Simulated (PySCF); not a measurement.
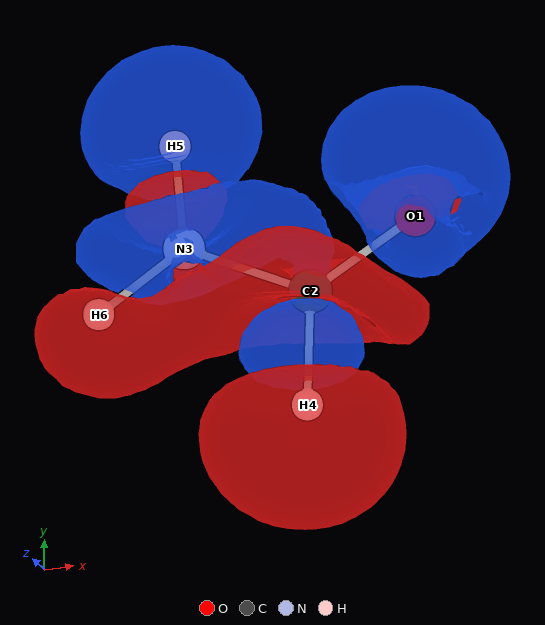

*CH3NO, SMILES `O=CN`. Change of the electron density in a uniform field of 0.21 V/Å, surfaces at ±0.001 e/Å³ (red: gain, blue: loss).*

Method: PBE0/def2-SVP; geometry: GFN2-xTB; program: PySCF. No frequency check shows the geometry to be a minimum. A basis without diffuse functions makes polarisabilities too small.

Cartesian coordinates (Å):

```
O1       1.1849    0.2440    0.0000
C2       0.1610   -0.3845    0.0000
N3      -1.0725    0.1555    0.0000
H4       0.1310   -1.4901    0.0000
H5      -1.1619    1.1593    0.0000
H6      -1.9064   -0.4029    0.0000
```

Along which Cartesian direction does the field point?

Along +y: electrons gather on the −y side, against the field.

What dipole is induced, and what polarisability does it imply?

The induced dipole is 0.22 D (along the field); α along this axis, from the fields in both directions, is 22 bohr³ (3.2 Å³).

Which atoms gain and lose the most charge?

Electrons gather most on H4 (Hirshfeld charge changes by −0.009 e) and leave H5 most (+0.007 e); 0.025 electrons are displaced in all.

Run time: 6.6 s on 1 thread of Arm Neoverse V2, on a shared host, peak memory 0.28 GiB.
